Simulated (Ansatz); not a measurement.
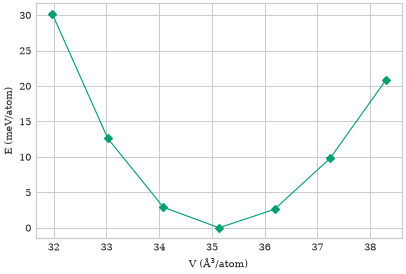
CsHgBr$_{3}$ (cubic perovskite, space group No. 221) under volume change, the program Ansatz at the r²SCAN level (PAW), scaled uniformly.

Q: What does a third-order Birch–Murnaghan fit give for V₀, B₀ and B′?

A: V₀ = 35.14 Å³/atom, B₀ = 27.9 GPa, B′ = 5.1.

Space group Pm-3m (cubic perovskite). The workflow started from an entry of the Crystallography Open Database (COD), which files this formula under 2 space groups. Its standing as an ambient phase is unchecked. The cell was relaxed with r²SCAN under the symmetry of its start; its stability against distortions is not shown here. Spin–orbit coupling is left out wherever it is not named.

Potentials: the later of the program's two PAW sets.
